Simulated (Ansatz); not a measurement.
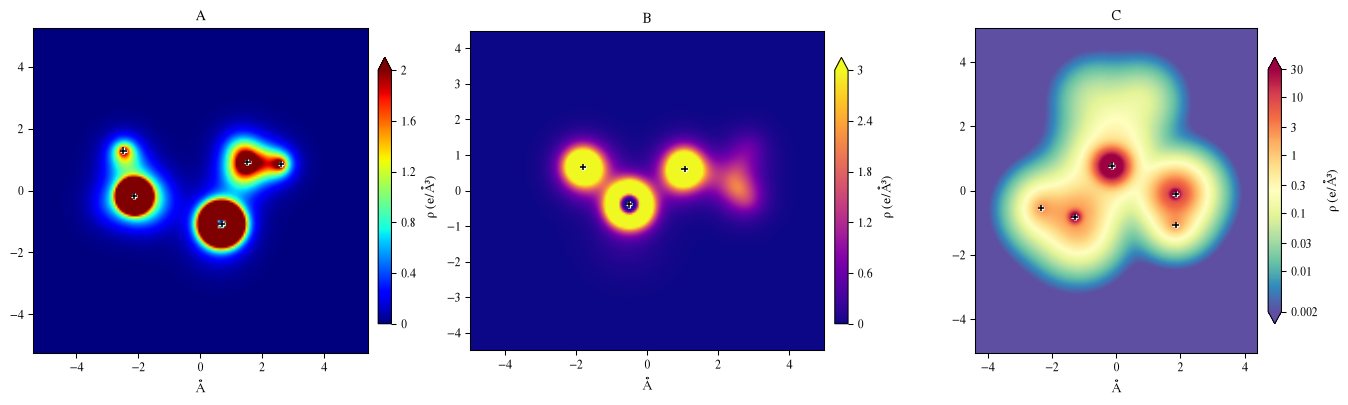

The electron density of 3 systems, each on a plane through atoms (crosses mark nuclei in the plane).

All numbers below come from RKS PBE0-D4/def2-TZVPP in Ansatz 0.2.0.

System 1: CH₅MoNO₂S (SMILES C[O][Mo]([NH2])(=[O])=[S]), the plane of atoms O2, Mo3 and O5. Geometry: PBE0-D4/def2-TZVP; core potentials replace the inner electrons of Mo.

```xyz
11

C    -1.2009   -1.5977    0.1723
O    -0.9314   -0.4044   -0.5209
Mo    0.0151    1.1313   -0.1056
N     1.8880    0.8747   -0.4365
O    -0.5328    2.3784   -1.0772
S    -0.2428    1.5320    1.9602
H    -0.3192   -2.2460    0.1733
H    -1.4878   -1.3846    1.2067
H    -2.0193   -2.1146   -0.3341
H     2.5531    0.5627    0.2547
H     2.3433    1.2111   -1.2724
```

System 2: C₂H₁₀AsIn (SMILES [CH3][InH-]([CH3])[AsH3+]), the plane of atoms C1, In2 and As4. Geometry: PBE0-D4/def2-TZVP; core potentials replace the inner electrons of In.

```json
{"atom": "C", "x (Å)": "-1.4807", "y (Å)": "1.6165", "z (Å)": "-0.2933"}
{"atom": "In", "x (Å)": "-0.2649", "y (Å)": "0.3357", "z (Å)": "0.9677"}
{"atom": "C", "x (Å)": "1.8887", "y (Å)": "0.6005", "z (Å)": "0.9860"}
{"atom": "As", "x (Å)": "-0.2254", "y (Å)": "-1.9370", "z (Å)": "-0.9456"}
{"atom": "H", "x (Å)": "-2.4464", "y (Å)": "1.1576", "z (Å)": "-0.5120"}
{"atom": "H", "x (Å)": "-1.6684", "y (Å)": "2.5629", "z (Å)": "0.2201"}
{"atom": "H", "x (Å)": "-0.9735", "y (Å)": "1.8403", "z (Å)": "-1.2337"}
{"atom": "H", "x (Å)": "-1.0239", "y (Å)": "-0.5936", "z (Å)": "2.2282"}
{"atom": "H", "x (Å)": "2.3977", "y (Å)": "-0.3035", "z (Å)": "1.3248"}
{"atom": "H", "x (Å)": "2.1515", "y (Å)": "1.4097", "z (Å)": "1.6721"}
{"atom": "H", "x (Å)": "2.2614", "y (Å)": "0.8668", "z (Å)": "-0.0050"}
{"atom": "H", "x (Å)": "-0.7173", "y (Å)": "-3.3158", "z (Å)": "-0.5679"}
{"atom": "H", "x (Å)": "1.0736", "y (Å)": "-2.4080", "z (Å)": "-1.5612"}
{"atom": "H", "x (Å)": "-0.9852", "y (Å)": "-1.8613", "z (Å)": "-2.2512"}
```

System 3: C₂H₈FGaO (SMILES [CH3][Ga-]([CH3])([OH2+])[F]), the plane of atoms Ga2, O4 and H12. Geometry: PBE0-D4/def2-TZVP.

```yaml
atoms:
  - { symbol: C, position_ang: [-1.7571, 0.2173, -0.9756] }
  - { symbol: Ga, position_ang: [0.0926, 0.0424, -0.3608] }
  - { symbol: C, position_ang: [1.1229, -1.4944, 0.3009] }
  - { symbol: O, position_ang: [0.2155, 1.4220, 1.3222] }
  - { symbol: F, position_ang: [1.1740, 1.3357, -1.0556] }
  - { symbol: H, position_ang: [-2.4536, -0.2670, -0.2881] }
  - { symbol: H, position_ang: [-2.0262, 1.2713, -1.0616] }
  - { symbol: H, position_ang: [-1.8796, -0.2448, -1.9580] }
  - { symbol: H, position_ang: [2.1299, -1.1899, 0.5936] }
  - { symbol: H, position_ang: [0.6342, -1.9674, 1.1565] }
  - { symbol: H, position_ang: [1.2200, -2.2538, -0.4785] }
  - { symbol: H, position_ang: [0.7616, 1.1070, 2.0494] }
  - { symbol: H, position_ang: [0.7861, 1.9867, 0.7704] }
```

Question: Which map belongs to which system?

Answer: Panel A is system 2, C₂H₁₀AsIn: the plane holds C, In, As and H. C–In (2.17 Å): the density is about 0.65 e/Å³ at the midpoint. Panel B is system 1, CH₅MoNO₂S: the plane holds O and Mo. Mo–O (1.67 Å): ρ is about 2 e/Å³ halfway. Panel C is system 3, C₂H₈FGaO: the plane holds Ga, C, O and H. C–Ga (1.96 Å): the density is about 0.79 e/Å³ at the midpoint.
